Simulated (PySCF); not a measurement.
**C5H13NSi: density, localisation and related maps**

```csv
atom,x (Å),y (Å),z (Å)
C,-3.0218,0.5432,-0.5569
C,-1.5875,0.0917,-0.8032
C,-0.8624,-0.2476,0.4971
C,0.5682,-0.6715,0.2549
C,1.5097,-0.6781,1.4855
Si,2.0017,0.5552,0.1604
N,3.4709,0.2952,-0.7014
H,-3.0394,1.4327,0.0694
H,-3.5186,0.7748,-1.4964
H,-3.5863,-0.2388,-0.0530
H,-1.5897,-0.7865,-1.4535
H,-1.0356,0.8824,-1.3176
H,-1.4036,-1.0497,1.0109
H,-0.8727,0.6276,1.1512
H,0.6186,-1.5840,-0.3354
H,2.0743,-1.5862,1.6502
H,1.0580,-0.3330,2.4052
H,1.7631,1.9780,0.2983
H,3.5243,0.6053,-1.6583
H,3.9235,-0.6000,-0.6105
```

Geometry: GFN2-xTB.

Theory: PBE0/pcSseg-1, SCF density, gas phase, non-relativistic (PySCF 2.14.0).

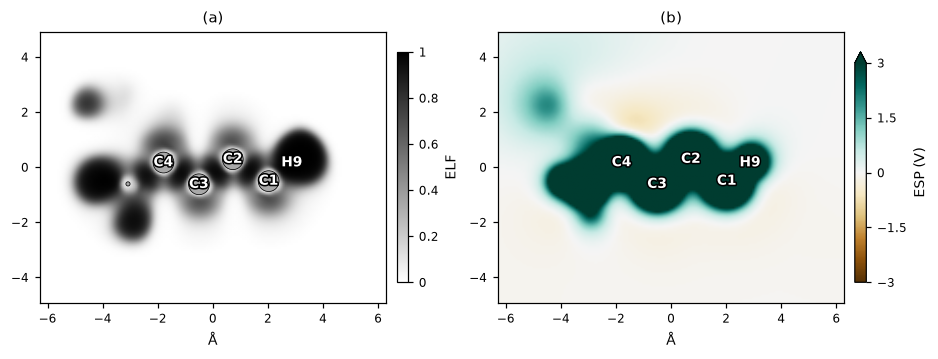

Figure 1. (a) electron localisation function; (b) electrostatic potential on the plane of atoms C2, C3 and C4. Grey discs cover the atomic cores in the ELF map.

### Describe what can be read from this map.

- The section cuts through C and H sites.
- C–C (1.51 Å): the ELF peaks at about 0.95 between the atoms (localised, covalent bonding).
- C–H (1.09 Å): the ELF climbs to about 1 towards the hydrogen, as it does in any bond to H: a covalent bond by its length.
- Outside the dense part of the molecule the potential is most negative (−0.7 V) near C4.

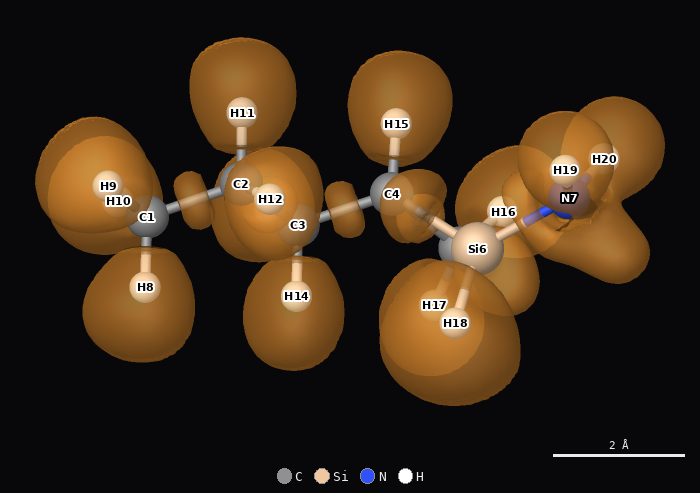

Figure 2. Isosurface of the electron localisation function at 0.8 (orange), seen from one side. Core shells and regions of very low density are left out.

### Where are the electrons localised?

The ELF exceeds this value in four regions between bonded C–C atoms (shared pairs), eleven regions around hydrogen nuclei, two regions on Si in which the atom's valence shell and bonds are merged and one joined region spread over several atoms (H, N), in which their bonds and any lone pairs are merged.


 Si–N (1.72 Å): the ELF peaks at about 0.90 between the atoms, as expected for a polar covalent bond.

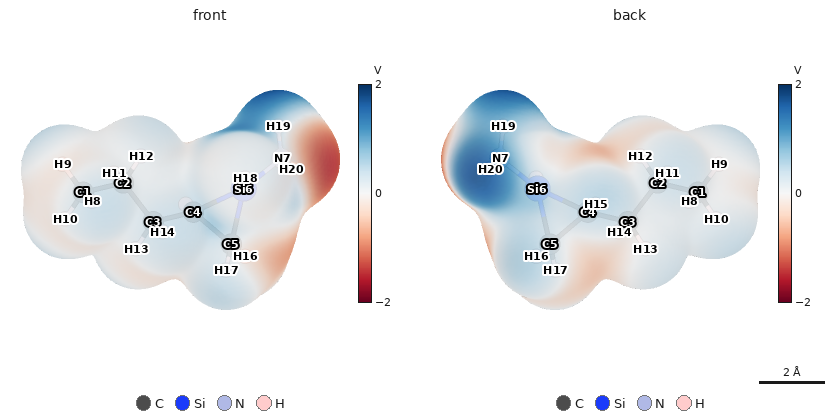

Figure 3. The molecular electrostatic potential painted on the density surface at 0.002 e/bohr³, seen from the front and from behind; the colour scale runs from red (negative) to blue (positive).

### Where is the surface potential most negative and most positive?

The most negative region (about −1.4 V) lies over N7, the most positive (about +1.7 V) over H19 and H20. N7 is the likeliest acceptor of a hydrogen bond.

### What dipole moment does the calculation give?

Its dipole moment is 1.44 D.
